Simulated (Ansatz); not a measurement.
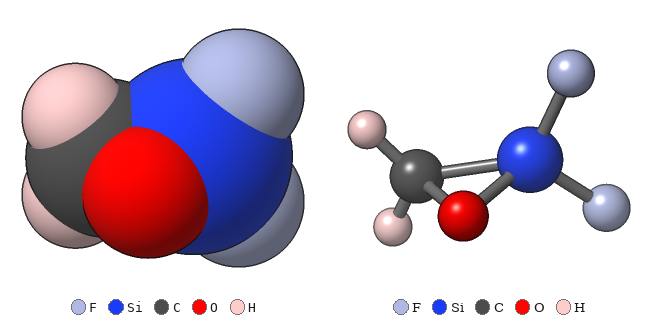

Two views of one molecule.

Describe the molecule.

It has 7 atoms: 1 carbon, 2 hydrogen, 2 fluorine, 1 oxygen and 1 silicon (CH₂F₂OSi). Its SMILES string is `F[Si]1(F)CO1`. Independent rings (smallest set): 1 of 3 members. Among its groups: Si–O bond. This geometry has Cs symmetry.

More results for the same structure follow; atom numbers are the same in all pictures, views and colours differ. The geometry was computed by an optimisation with PBE0-D4/def2-TZVP.

Shape

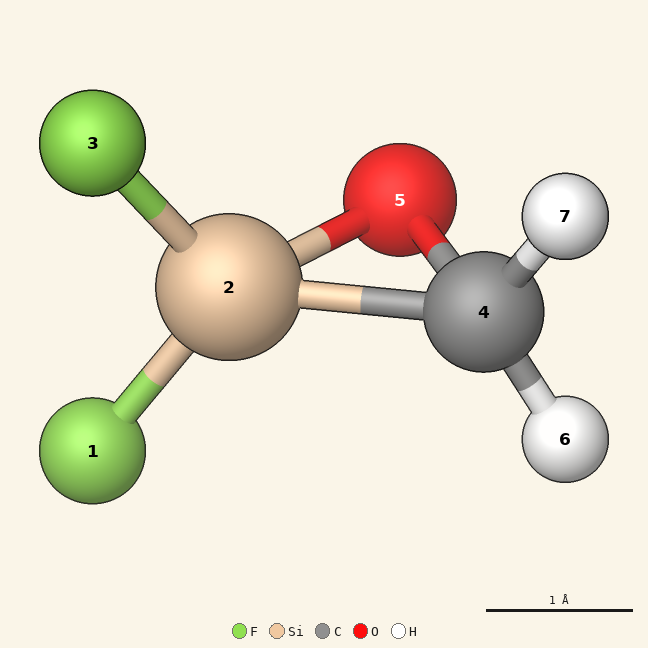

Atoms carry their numbers in the input.

List the bonds and their lengths.

```json
{"bond": "F1–Si2", "length (Å)": "1.571", "order": "single"}
{"bond": "Si2–F3", "length (Å)": "1.571", "order": "single"}
{"bond": "Si2–C4", "length (Å)": "1.775", "order": "single"}
{"bond": "Si2–O5", "length (Å)": "1.614", "order": "single"}
{"bond": "C4–O5", "length (Å)": "1.536", "order": "single"}
{"bond": "C4–H6", "length (Å)": "1.087", "order": "single"}
{"bond": "C4–H7", "length (Å)": "1.087", "order": "single"}
```

Dipole moment

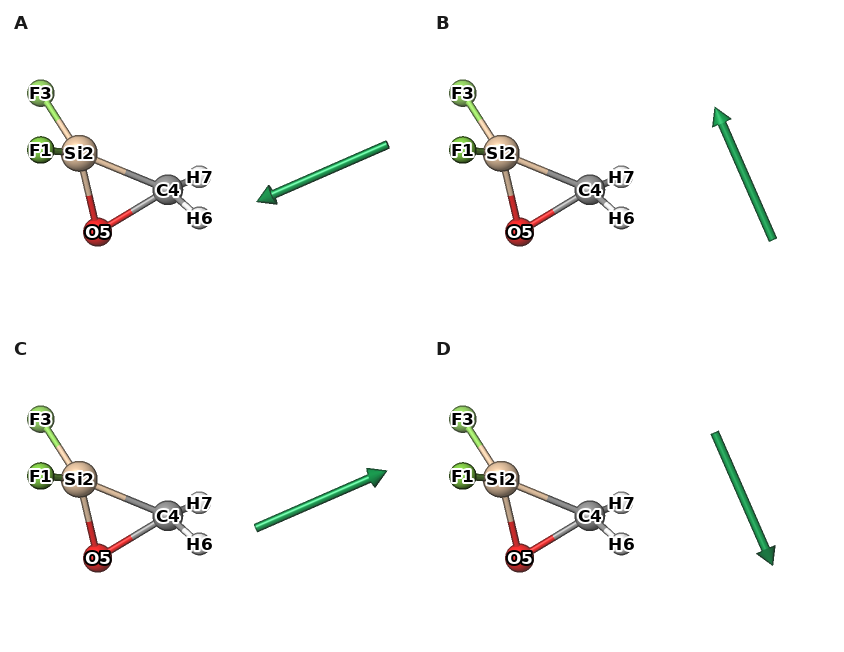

The same molecule four times, each with an arrow. Properties computed with RKS PBE-D4/def2-TZVPP (Ansatz 0.2.0).

Which arrow points along the dipole moment, from the negative to the positive end?

Answer. C. The dipole moment is 1.62 D; it points from the side of F1, F3, O5 to the side of H6, H7 (the outermost atoms at the two ends).

Electronic properties

Method: RKS PBE0-D4/def2-SVP (Ansatz 0.2.0).

Give the dispersion correction at this level.

Answer. −10.7 kJ/mol.

What is the HOMO–LUMO gap?

Answer. 8.49 eV.

Give the HOMO energy (Kohn–Sham orbital) at this level.

Answer. −8.38 eV.

Thermal motion

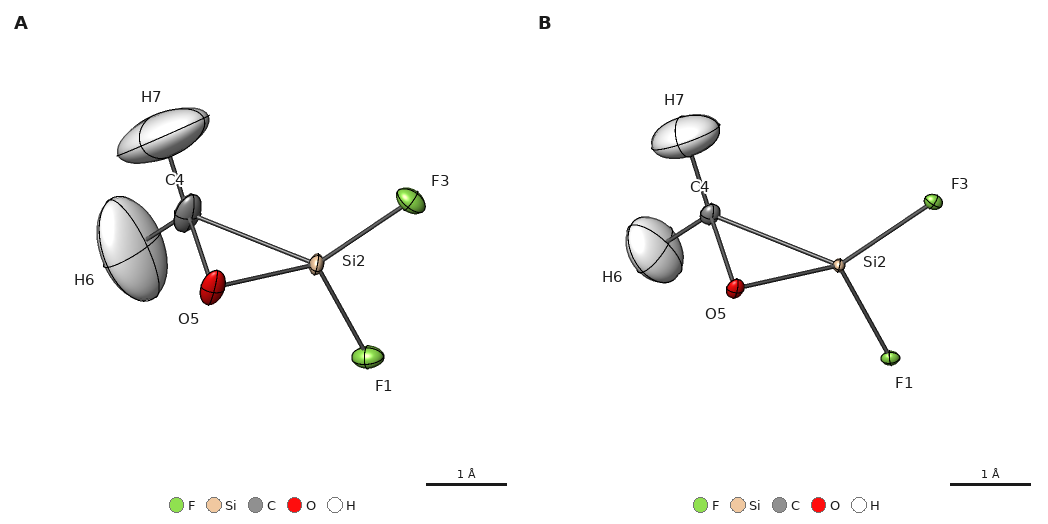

Displacement ellipsoids at the 50 % level, scaled by 2, from the internal vibrations of the free molecule (harmonic, no overall translation or rotation; no half-axis is drawn under 0.075 Å). Vibrations computed with RKS PBE0-D4/def2-TZVP (Ansatz 0.2.0). One panel is for 0 K (zero-point motion alone), the other for 600 K.

Which panel is for 600 K?

Answer. A.

How much does the mean-square displacement of F3 grow, and why?

Answer. U_eq goes from 0.0011 to 0.0031 Å², a factor of 2.7. Modes below kT (417 cm⁻¹ at 600 K) grow about in proportion to T, and the lowest lies at 208 cm⁻¹; the mean-square amplitude of a mode is its zero-point value times coth(ħω/2kT), which comes close to 1 only above about 3kT.
